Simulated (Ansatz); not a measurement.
# InH (singlet): the correlation ladder, def2-TZVPP

Aim: climb from Hartree-Fock through coupled cluster and multireference methods for InH (singlet) at one geometry and basis, and see what each rung misses.

Program: Ansatz 0.2.0, Gaussian basis. Level of theory: def2-TZVPP, core rule «outside noble gas», up to 9 orbitals frozen. These are calculated values, not measurements.

The runs, in order: UHF; CCSD(T) on RHF; BCCD(T) on RHF; CISD; CCSDT(Q) on RHF; CASSCF and MRCISD+Q, 4 electrons in 5 orbitals; CASSCF and NEVPT2, 4 electrons in 5 orbitals; Full CI; Full CI, several states.

9 further runs of the same task are left out: 1 that didn't finish, 8 set aside as unsound or not needed.

## (1) What is computed

The geometry is a PBE0/def2-TZVP stationary point (not a proven minimum). No spin-orbit coupling is included. Elements past krypton take def2 core potentials.

2 atoms, charge 0, spin multiplicity 1.

Atoms are counted from 1 here; the program's logs count them from 0.

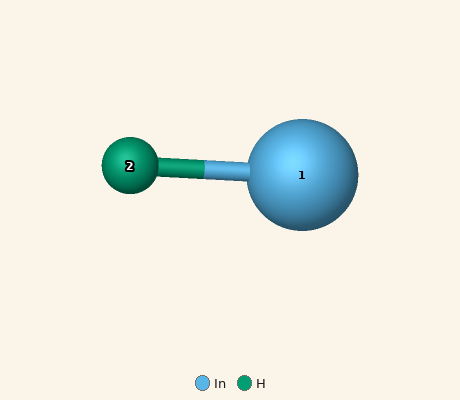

The structure; indium blue, hydrogen teal; atoms are numbered from 1 in the order of the file.

In the tables R marks a restricted determinant and U an unrestricted one; 'valence' is the active space of 4 electrons in 5 orbitals; energies count from the table's Hartree-Fock row.

## (2) UHF

Contents of in.yaml:

```yaml
crystal:
  periodic: [false, false, false]
  atoms:
    - {symbol: In, position_ang: [0.000000, 0.000000, 0.000000]}
    - {symbol: H, position_ang: [0.000000, 0.000000, 1.849800]}
basis:
  gaussian: {orbitals: def2-TZVPP}
magnetization: {spin_polarized: true, initial_magnetization: 0}
hamiltonian: {xc: hf}
output: {orbitals: {seedname: orbitals}}
```

On the command line:

```bash
$ ansatz run in.yaml --threads 1 --pin off --events-out ev --progress --plain --max-ram 2393MiB
```

Log:

```text
Functional definition: HF
  name "HF"
  cite "Fock, Z. Phys. 61, 126 (1930) doi:10.1007/BF01340294"
  parent pbe
  exchange = exact_x
  correlation = 0
603 factors; their error is unknown
mean field evaluation 1: about -5163.5317 eV, gradient 5.3e0 eV
mean field evaluation 2: about -5163.8572 eV, gradient 2.1e0 eV
mean field evaluation 4: about -5163.8913 eV, gradient 1.7e-1 eV
mean field evaluation 8: about -5164.1052 eV, gradient 9.3e-2 eV
mean field evaluation 16: about -5164.1052 eV, gradient 3.0e-5 eV
mean field evaluation 32: about -5163.8126 eV, gradient 1.7e0 eV
mean field -5164.10518248 eV, -189.7773650998 hartree, gradient 7.6e-7 eV, S^2 0.000000; 0 other end points of the search recorded, 0 dependent functions left out
reference -5164.10518248 eV, -189.7773650998 hartree; 11, 11 occupied and 53, 53 virtual orbitals, 603 factors
Total energy: -5164.10518248 eV, -189.7773650998 hartree
```

Wall time 0.81 s (1 thread of Arm Neoverse V1, shared host).

From the report: ⟨S²⟩ of the determinant 0.000 (pure singlet: 0.00).

The unrestricted search falls back on the restricted solution.

## (3) CCSD(T) on RHF

Contents of in.yaml:

```yaml
crystal:
  periodic: [false, false, false]
  atoms:
    - {symbol: In, position_ang: [0.000000, 0.000000, 0.000000]}
    - {symbol: H, position_ang: [0.000000, 0.000000, 1.849800]}
basis:
  gaussian: {orbitals: def2-TZVPP}
magnetization: {spin_polarized: false}
correlation: {method: ccsd_t, electrons: outside_noble_gas}
output: {forces: true}
```

The command is unchanged.

Log, shortened:

```text
Functional definition: HF
  name "HF"
  cite "Fock, Z. Phys. 61, 126 (1930) doi:10.1007/BF01340294"
  parent pbe
[...]
562 factors; integrals over basis functions are off by at most 1.3e-3 eV
[...]
mean field -5164.10540361 eV, -189.7773732264 hartree, gradient 1.3e-6 eV, S^2 0.000000; 0 other end points of the search recorded, 0 dependent functions left out
9 core orbitals not correlated: weight in the atoms' cores, before any rotation towards them, 0.998 or more for the frozen orbitals, at most 0.001 for the correlated occupied ones
reference -5164.10540361 eV, -189.7773732264 hartree; 2, 2 occupied and 53, 53 virtual orbitals, 562 factors
second order -1.49114754 eV of doubles, -0.00000000 eV of singles
cycle   1  -1.79171788 eV  change   -3.0e-1 eV  update   5.8e-2
[...]
cycle   9  -1.96026685 eV  change    3.2e-6 eV  update   2.4e-6
perturbative correction -0.02992993 eV, -0.0010999046 hartree
[...]
Total energy: -5166.09560039 eV, -189.8505116090 hartree
Atom 0 at     0.000000     0.000000     0.000000 Å, force     0.000000     0.000000    -0.125214 eV/Å
Atom 1 at     0.000000     0.000000     1.849800 Å, force     0.000000    -0.000000     0.125214 eV/Å
Dipole moment:     0.000000    -0.000000    -0.130296 e Å
```

Run time: 2.2 s. Hardware: 1 thread of Arm Neoverse V1, shared host.

From the report: correlation -1.9902 eV; T1 0.012; largest double amplitude 0.07.

## (4) BCCD(T) on RHF

Edit in.yaml of step 3 so:

```diff
@@ -8,3 +8,2 @@
 magnetization: {spin_polarized: false}
-correlation: {method: ccsd_t, electrons: outside_noble_gas}
-output: {forces: true}
+correlation: {method: bccd_t, electrons: outside_noble_gas}
```

The command is unchanged.

Log, shortened:

```text
Functional definition: HF
  name "HF"
  cite "Fock, Z. Phys. 61, 126 (1930) doi:10.1007/BF01340294"
  parent pbe
[...]
562 factors; integrals over basis functions are off by at most 1.3e-3 eV
[...]
mean field -5164.10540361 eV, -189.7773732264 hartree, gradient 1.3e-6 eV, S^2 0.000000; 0 other end points of the search recorded, 0 dependent functions left out
9 core orbitals not correlated: weight in the atoms' cores, before any rotation towards them, 0.998 or more for the frozen orbitals, at most 0.001 for the correlated occupied ones
reference -5164.10540361 eV, -189.7773732264 hartree; 2, 2 occupied and 53, 53 virtual orbitals, 562 factors
second order -1.49114754 eV of doubles, -0.00000000 eV of singles
cycle   1  -1.79422967 eV  change   -3.0e-1 eV  update   5.8e-2
[...]
cycle   9  -1.95940122 eV  change    3.8e-6 eV  update   2.7e-6
perturbative correction -0.03087719 eV, -0.0011347159 hartree
Total energy: -5166.09568202 eV, -189.8505146089 hartree
```

Run time: 1.1 s. Hardware: 1 thread of Arm Neoverse V1, shared host.

From the report: correlation -1.9903 eV; largest double amplitude 0.07.

## (5) CISD

Contents of in.yaml:

```yaml
crystal:
  periodic: [false, false, false]
  atoms:
    - {symbol: In, position_ang: [0.000000, 0.000000, 0.000000]}
    - {symbol: H, position_ang: [0.000000, 0.000000, 1.849800]}
basis:
  gaussian: {orbitals: def2-TZVPP}
correlation: {active_space: {ras: {orbitals: [2, 0, 53], electrons: 4, max_holes: 2, max_particles: 2}, fixed_orbitals: true}}
```

Same command.

Log:

```text
Functional definition: HF
  name "HF"
  cite "Fock, Z. Phys. 61, 126 (1930) doi:10.1007/BF01340294"
  parent pbe
  exchange = exact_x
  correlation = 0
562 factors; integrals over basis functions are off by at most 1.3e-3 eV
mean field evaluation 1: about -5163.7479 eV, gradient 7.5e0 eV
mean field evaluation 2: about -5163.7488 eV, gradient 7.5e0 eV
mean field evaluation 4: about -5164.1000 eV, gradient 8.9e-1 eV
mean field evaluation 8: about -5164.1054 eV, gradient 1.7e-3 eV
mean field -5164.10540361 eV, -189.7773732264 hartree, gradient 1.3e-6 eV, S^2 0.000000; 0 other end points of the search recorded, 0 dependent functions left out
reference -5164.10540361 eV, -189.7773732264 hartree; 11, 11 occupied and 53, 53 virtual orbitals, 562 factors
state -5166.01265817 eV, -189.8474635387 hartree
Total energy: -5166.01265817 eV, -189.8474635387 hartree
```

Wall time 1.6 s (1 thread of Arm Neoverse V1, shared host).

From the report: 4,271 determinants.

## (6) CCSDT(Q) on RHF

Contents of in.yaml:

```yaml
crystal:
  periodic: [false, false, false]
  atoms:
    - {symbol: In, position_ang: [0.000000, 0.000000, 0.000000]}
    - {symbol: H, position_ang: [0.000000, 0.000000, 1.849800]}
basis:
  gaussian: {orbitals: def2-TZVPP}
magnetization: {spin_polarized: false}
correlation: {method: ccsdt_q, electrons: outside_noble_gas}
```

Same command.

Log, shortened:

```text
Functional definition: HF
  name "HF"
  cite "Fock, Z. Phys. 61, 126 (1930) doi:10.1007/BF01340294"
  parent pbe
[...]
980 factors; integrals over basis functions are off by at most 1.7e-7 eV
[...]
mean field -5164.10540503 eV, -189.7773732786 hartree, gradient 9.2e-7 eV, S^2 0.000000; 1 other end points of the search recorded, 0 dependent functions left out
9 core orbitals not correlated: weight in the atoms' cores, before any rotation towards them, 0.998 or more for the frozen orbitals, at most 0.001 for the correlated occupied ones
reference -5164.10540503 eV, -189.7773732786 hartree; 2, 2 occupied and 53, 53 virtual orbitals, 980 factors
second order -1.49115452 eV of doubles, -0.00000000 eV of singles
cycle   1  -1.79171594 eV  change   -3.0e-1 eV  update   6.1e-2
[...]
cycle  12  -1.99777030 eV  change    9.3e-8 eV  update   2.0e-7
perturbative correction -0.00095807 eV, -0.0000352083 hartree
Total energy: -5166.10413340 eV, -189.8508251914 hartree
```

Run time: 4.7 s. Hardware: 1 thread of Arm Neoverse V1, shared host.

From the report: correlation -1.9987 eV; T1 0.012; largest double amplitude 0.07.

## (7) CASSCF and MRCISD+Q, 4 electrons in 5 orbitals

Contents of in.yaml:

```yaml
crystal:
  periodic: [false, false, false]
  atoms:
    - {symbol: In, position_ang: [0.000000, 0.000000, 0.000000]}
    - {symbol: H, position_ang: [0.000000, 0.000000, 1.849800]}
basis:
  gaussian: {orbitals: def2-TZVPP}
correlation: {method: fic_mrcisd_q, electrons: outside_noble_gas, active_space: {window: {electrons: 4, orbitals: 5}, shells: [{species: H, l: s, shell: 1}, {species: In, l: s, shell: 5}, {species: In, l: p, shell: 5}]}}
```

Same command.

Log, shortened:

```text
Functional definition: HF
  name "HF"
  cite "Fock, Z. Phys. 61, 126 (1930) doi:10.1007/BF01340294"
  parent pbe
[...]
980 factors; integrals over basis functions are off by at most 1.7e-7 eV
[...]
mean field -5164.10540503 eV, -189.7773732786 hartree, gradient 9.2e-7 eV, S^2 0.000000; 0 other end points of the search recorded, 0 dependent functions left out
reference -5164.10540503 eV, -189.7773732786 hartree; 11, 11 occupied and 53, 53 virtual orbitals, 980 factors
state -5165.19413473 eV, -189.8173833569 hartree
contracted CI cycle   1: correlation 0.00000000 eV, 0.0000000000 hartree, residual 7.16e0 eV
contracted CI cycle   2: correlation -0.83272388 eV, -0.0306020381 hartree, residual 1.98e0 eV
contracted CI cycle   3: correlation -0.88889999 eV, -0.0326664721 hartree, residual 5.39e-1 eV
contracted CI cycle   4: correlation -0.89303995 eV, -0.0328186129 hartree, residual 1.83e-1 eV
contracted CI cycle   5: correlation -0.89347878 eV, -0.0328347395 hartree, residual 5.32e-2 eV
contracted CI cycle   6: correlation -0.89352092 eV, -0.0328362880 hartree, residual 1.66e-2 eV
contracted CI cycle   7: correlation -0.89352483 eV, -0.0328364317 hartree, residual 5.42e-3 eV
contracted CI cycle   8: correlation -0.89352521 eV, -0.0328364459 hartree, residual 1.67e-3 eV
contracted CI cycle   9: correlation -0.89352525 eV, -0.0328364474 hartree, residual 5.26e-4 eV
state -5165.19413473 eV, -189.8173833569 hartree; corrected -5166.10943748 eV, -189.8510201126 hartree
Total energy: -5166.10943748 eV, -189.8510201126 hartree
Checks for a lower state left out: starts, orbital_swaps
```

It took 2.6 s on 1 thread of Arm Neoverse V1, shared host.

From the report: 28 determinants; active occupations 1.97, 1.90, 0.05, 0.05, 0.03.

## (8) CASSCF and NEVPT2, 4 electrons in 5 orbitals

Contents of in.yaml:

```yaml
crystal:
  periodic: [false, false, false]
  atoms:
    - {symbol: In, position_ang: [0.000000, 0.000000, 0.000000]}
    - {symbol: H, position_ang: [0.000000, 0.000000, 1.849800]}
basis:
  gaussian: {orbitals: def2-TZVPP}
correlation: {method: sc_nevpt2, electrons: outside_noble_gas, active_space: {window: {electrons: 4, orbitals: 5}, shells: [{species: H, l: s, shell: 1}, {species: In, l: s, shell: 5}, {species: In, l: p, shell: 5}]}}
```

Same command.

Log:

```text
Functional definition: HF
  name "HF"
  cite "Fock, Z. Phys. 61, 126 (1930) doi:10.1007/BF01340294"
  parent pbe
  exchange = exact_x
  correlation = 0
980 factors; integrals over basis functions are off by at most 1.7e-7 eV
mean field evaluation 1: about -5163.7480 eV, gradient 7.5e0 eV
mean field evaluation 2: about -5163.7487 eV, gradient 7.5e0 eV
mean field evaluation 4: about -5164.1000 eV, gradient 8.9e-1 eV
mean field evaluation 8: about -5164.1054 eV, gradient 1.6e-3 eV
mean field -5164.10540503 eV, -189.7773732786 hartree, gradient 9.2e-7 eV, S^2 0.000000; 0 other end points of the search recorded, 0 dependent functions left out
reference -5164.10540503 eV, -189.7773732786 hartree; 11, 11 occupied and 53, 53 virtual orbitals, 980 factors
state -5165.19413473 eV, -189.8173833569 hartree
state -5165.19413473 eV, -189.8173833569 hartree; corrected -5165.81083468 eV, -189.8400466621 hartree
Total energy: -5165.81083468 eV, -189.8400466621 hartree
Checks for a lower state left out: starts, orbital_swaps
```

Wall time 2.1 s (1 thread of Arm Neoverse V1, shared host).

From the report: 28 determinants; active occupations 1.97, 1.90, 0.05, 0.05, 0.03.

## (9) Full CI

Contents of in.yaml:

```yaml
crystal:
  periodic: [false, false, false]
  atoms:
    - {symbol: In, position_ang: [0.000000, 0.000000, 0.000000]}
    - {symbol: H, position_ang: [0.000000, 0.000000, 1.849800]}
basis:
  gaussian: {orbitals: def2-TZVPP}
correlation: {method: fci, electrons: outside_noble_gas}
```

The command is unchanged.

Log:

```text
Functional definition: HF
  name "HF"
  cite "Fock, Z. Phys. 61, 126 (1930) doi:10.1007/BF01340294"
  parent pbe
  exchange = exact_x
  correlation = 0
980 factors; integrals over basis functions are off by at most 1.7e-7 eV
mean field evaluation 1: about -5163.7480 eV, gradient 7.5e0 eV
mean field evaluation 2: about -5163.7487 eV, gradient 7.5e0 eV
mean field evaluation 4: about -5164.1000 eV, gradient 8.9e-1 eV
mean field evaluation 8: about -5164.1054 eV, gradient 1.6e-3 eV
mean field -5164.10540503 eV, -189.7773732786 hartree, gradient 9.2e-7 eV, S^2 0.000000; 0 other end points of the search recorded, 0 dependent functions left out
9 core orbitals not correlated: weight in the atoms' cores, before any rotation towards them, 0.998 or more for the frozen orbitals, at most 0.001 for the correlated occupied ones
reference -5164.10540503 eV, -189.7773732786 hartree; 2, 2 occupied and 53, 53 virtual orbitals, 980 factors
state -5166.10437371 eV, -189.8508340227 hartree
Total energy: -5166.10437371 eV, -189.8508340227 hartree
```

It took 4.5 s on 1 thread of Arm Neoverse V1, shared host.

From the report: 563,143 determinants, symmetry A1.

## (10) Full CI, several states

Edit in.yaml of step 9 so:

```diff
@@ -7,2 +7,2 @@
   gaussian: {orbitals: def2-TZVPP}
-correlation: {method: fci, electrons: outside_noble_gas}
+correlation: {active_space: {window: {electrons: 4, orbitals: 55}, states: [{multiplicity: 1, weights: [1, 1, 1, 1]}, {multiplicity: 3, weights: [1, 1]}], fixed_orbitals: true}}
```

Same command.

Log:

```text
Functional definition: HF
  name "HF"
  cite "Fock, Z. Phys. 61, 126 (1930) doi:10.1007/BF01340294"
  parent pbe
  exchange = exact_x
  correlation = 0
980 factors; integrals over basis functions are off by at most 1.7e-7 eV
mean field evaluation 1: about -5163.7480 eV, gradient 7.5e0 eV
mean field evaluation 2: about -5163.7487 eV, gradient 7.5e0 eV
mean field evaluation 4: about -5164.1000 eV, gradient 8.9e-1 eV
mean field evaluation 8: about -5164.1054 eV, gradient 1.6e-3 eV
mean field -5164.10540503 eV, -189.7773732786 hartree, gradient 9.2e-7 eV, S^2 0.000000; 0 other end points of the search recorded, 0 dependent functions left out
reference -5164.10540503 eV, -189.7773732786 hartree; 11, 11 occupied and 53, 53 virtual orbitals, 980 factors
state -5166.10353683 eV, -189.8508032676 hartree
state -5163.27157486 eV, -189.7467305849 hartree
state -5163.27157486 eV, -189.7467305848 hartree
state -5160.02127594 eV, -189.6272843026 hartree
state -5164.08155269 eV, -189.7764967213 hartree
state -5164.08155269 eV, -189.7764967210 hartree
Total energy: -5163.47184464 eV, -189.7540903637 hartree
```

It took 20 s on 1 thread of Arm Neoverse V1, shared host; peak memory 0.26 GiB.

## (11) How many determinants matter

Natural occupations of the FCI state about the gap (report; correlated orbitals 1 to 10): 1.947, 1.896, 0.041, 0.041, 0.035, 0.008, 0.008, 0.008, 0.005, 0.003. The count of effectively unpaired electrons, Σ n²(2 − n)², is 0.07; a single determinant of this spin has 0.

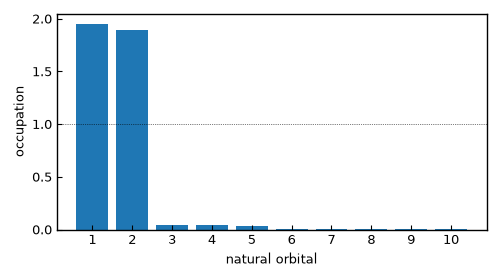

Natural occupations of the FCI state.

## (12) The ladder

The yardstick is full CI for this spin, exact in this basis with these frozen cores. Rows without a time come out of other runs: HF, MP2 and CCSD of CCSD(T), CCSDT of CCSDT(Q), CASSCF and MRCISD of the multireference runs. The times of RCCSD(T) include forces.

Differences are taken before rounding.

| method | energy from the lowest RHF (kcal/mol) | from FCI (kcal/mol) | time |
| --- | --- | --- | --- |
| RHF | 0.00 | +46.10 |  |
| RMP2 | -34.39 | +11.71 |  |
| RCCSD | -45.20 | +0.89 |  |
| RCCSD(T) | -45.90 | +0.20 | 2.2 s |
| BCCD(T) | -45.90 | +0.20 | 1.1 s |
| RCCSDT | -46.07 | +0.03 |  |
| RCCSDT(Q) | -46.09 | +0.01 | 4.7 s |
| CASSCF valence | -25.11 | +20.99 |  |
| NEVPT2 valence | -39.33 | +6.77 | 2.1 s |
| MRCISD valence | -45.71 | +0.39 |  |
| MRCISD+Q valence | -46.21 | -0.12 | 2.6 s |
| FCI | -46.10 | 0 | 4.5 s |

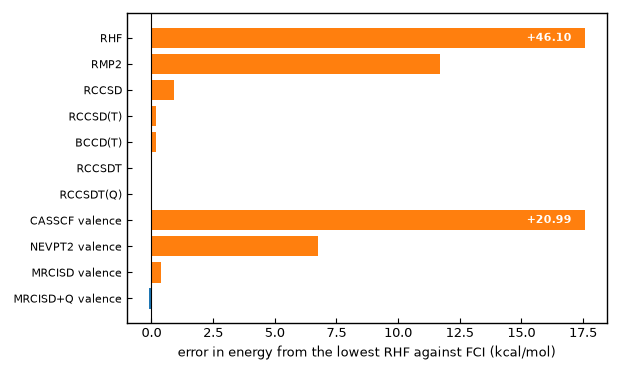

How far each level lands from FCI. Bars with a number in them are cut short.

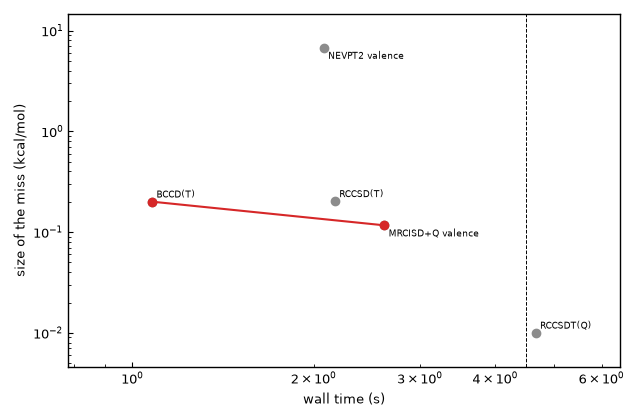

Miss against cost. Red marks the levels that no quicker level drawn beats (of those quicker than the yardstick), and the dashed line is the time of FCI. Misses under 0.01 kcal/mol are drawn at that value. Times are from a shared host.

Not comparable, so not listed: CISD (they don't share determinant, frozen orbitals or solution with the rows shown, or repeat one).

## (13) What came out

```
                         quantity                                                                          value
         FCI below the RHF energy                                                                     -1.9990 eV
                    RMP2 from FCI                                                                +11.71 kcal/mol
                   RCCSD from FCI                                                                 +0.89 kcal/mol
                RCCSD(T) from FCI                                                                 +0.20 kcal/mol
               RCCSDT(Q) from FCI                                                                 +0.01 kcal/mol
          NEVPT2 valence from FCI                                                                 +6.77 kcal/mol
        MRCISD+Q valence from FCI                                                                 -0.12 kcal/mol
levels within 1 kcal/mol (43 meV)  RCCSD, RCCSD(T), BCCD(T), RCCSDT, RCCSDT(Q), MRCISD valence, MRCISD+Q valence
                    T1 diagnostic                                                                          0.012
   effectively unpaired electrons                                                                           0.07
```

**Reading.** RCCSD(T) lands +0.20 kcal/mol from the yardstick (0.4 % of the correlation energy). MRCISD+Q valence falls below full CI: the +Q correction isn't variational, and the cores differ from full CI's. One determinant dominates. Of the multireference levels listed MRCISD+Q valence comes nearest in total energy (-0.12 kcal/mol), which doesn't show that its space is the better one. These misses are within one basis, not against nature.

For cost: MRCISD+Q valence gets within 0.12 kcal/mol in 2.6 s, where FCI took 4.5 s; the quickest level in the cost chart, BCCD(T), takes 1.1 s and misses by 0.20 kcal/mol.
